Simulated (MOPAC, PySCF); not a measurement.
Bond stretch in SMILES C. The C1–H5 bond (C1 also carries H, H, H; H5 carries nothing else) is pulled apart rigidly from the PBE0/def2-TZVP optimised geometry.

```
5

C      0.0000     0.0000     0.0000
H     -0.8896    -0.5136    -0.3632
H      0.8896    -0.5136    -0.3632
H      0.0000     1.0273    -0.3632
H      0.0000     0.0000     1.0896
```

Levels: RCCSD(T) = CCSD(T) on RHF/6-31G, 1 core orbital frozen run with PySCF; UMP2 = MP2 on UHF/6-31G, 1 core orbital frozen (PySCF); PM7, restricted, heats of formation (MOPAC); RMP2 = MP2 on RHF/6-31G, 1 core orbital frozen in PySCF 2.14.0.

Energies are in kJ/mol, each relative to the lowest point of its own curve near equilibrium.

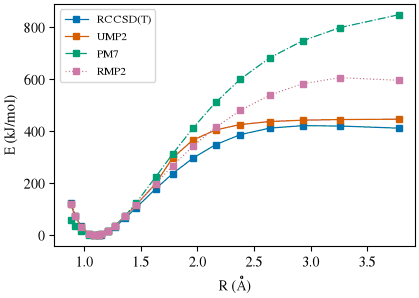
Energy against bond length for each method.

```json
[
 {"R / Å": "0.88", "RCCSD(T)": "123.6", "UMP2": "120.8", "PM7": "59.6", "RMP2": "120.8"},
 {"R / Å": "0.92", "RCCSD(T)": "75.7", "UMP2": "73.3", "PM7": "37.6", "RMP2": "73.3"},
 {"R / Å": "0.97", "RCCSD(T)": "35.5", "UMP2": "33.7", "PM7": "17.6", "RMP2": "33.7"},
 {"R / Å": "1.04", "RCCSD(T)": "6.5", "UMP2": "5.7", "PM7": "2.5", "RMP2": "5.7"},
 {"R / Å": "1.09", "RCCSD(T)": "0.0", "UMP2": "0.0", "PM7": "0.0", "RMP2": "0.0"},
 {"R / Å": "1.13", "RCCSD(T)": "1.1", "UMP2": "1.8", "PM7": "2.4", "RMP2": "1.8"},
 {"R / Å": "1.15", "RCCSD(T)": "3.2", "UMP2": "4.4", "PM7": "5.0", "RMP2": "4.4"},
 {"R / Å": "1.21", "RCCSD(T)": "15.0", "UMP2": "17.6", "PM7": "17.6", "RMP2": "17.6"},
 {"R / Å": "1.27", "RCCSD(T)": "32.7", "UMP2": "36.8", "PM7": "36.7", "RMP2": "36.8"},
 {"R / Å": "1.36", "RCCSD(T)": "65.8", "UMP2": "72.9", "PM7": "74.7", "RMP2": "72.9"},
 {"R / Å": "1.46", "RCCSD(T)": "107.2", "UMP2": "118.4", "PM7": "126.2", "RMP2": "118.4"},
 {"R / Å": "1.63", "RCCSD(T)": "179.0", "UMP2": "199.0", "PM7": "224.6", "RMP2": "199.0"},
 {"R / Å": "1.78", "RCCSD(T)": "237.4", "UMP2": "298.0", "PM7": "313.0", "RMP2": "267.6"},
 {"R / Å": "1.96", "RCCSD(T)": "297.4", "UMP2": "366.9", "PM7": "413.0", "RMP2": "342.9"},
 {"R / Å": "2.16", "RCCSD(T)": "349.1", "UMP2": "405.7", "PM7": "511.5", "RMP2": "415.5"},
 {"R / Å": "2.38", "RCCSD(T)": "387.8", "UMP2": "426.7", "PM7": "601.5", "RMP2": "481.2"},
 {"R / Å": "2.64", "RCCSD(T)": "412.8", "UMP2": "438.0", "PM7": "683.5", "RMP2": "540.1"},
 {"R / Å": "2.93", "RCCSD(T)": "422.2", "UMP2": "443.3", "PM7": "748.8", "RMP2": "583.4"},
 {"R / Å": "3.26", "RCCSD(T)": "420.9", "UMP2": "445.7", "PM7": "799.5", "RMP2": "606.9"},
 {"R / Å": "3.78", "RCCSD(T)": "412.6", "UMP2": "447.0", "PM7": "849.1", "RMP2": "596.7"}
]
```

At the longest distance, 3.78 Å, PM7 lies highest above its minimum (849.1 kJ/mol) and RCCSD(T) lowest (412.6 kJ/mol).

The T1 diagnostic of CCSD on the restricted reference of RCCSD(T), RMP2 exceeds 0.045 at 2.64 to 3.78 Å. The unrestricted determinant behind UMP2 is spin-contaminated at 1.78 to 3.78 Å (<S²> up to 1.0, against 0.00 for a pure singlet). The restricted form behind PM7, RMP2 keeps the bonding electrons paired and can't separate into open-shell fragments.
